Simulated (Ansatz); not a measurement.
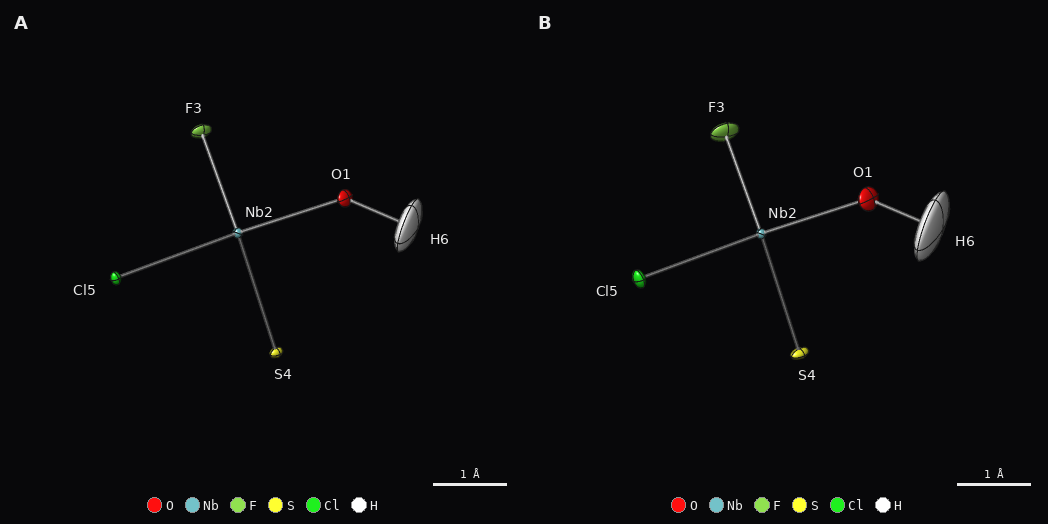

Displacement ellipsoids at the 50 % level, from the internal vibrations of the free molecule (harmonic, no overall translation or rotation; no half-axis is drawn under 0.075 Å). The species is neutral and a spin singlet. Vibrations computed with RKS PBE0-D4/def2-TZVP, core potentials on Nb (Ansatz 0.2.0). One panel is for 298 K, the other for 600 K.

**Which panel is for 600 K?**

B.

**How much does the mean-square displacement of F3 grow, and why?**

U_eq goes from 0.0062 to 0.0117 Å², a factor of 1.9. Modes below kT (417 cm⁻¹ at 600 K) grow about in proportion to T, and the lowest lies at 137 cm⁻¹; the mean-square amplitude of a mode is its zero-point value times coth(ħω/2kT), which comes close to 1 only above about 3kT.
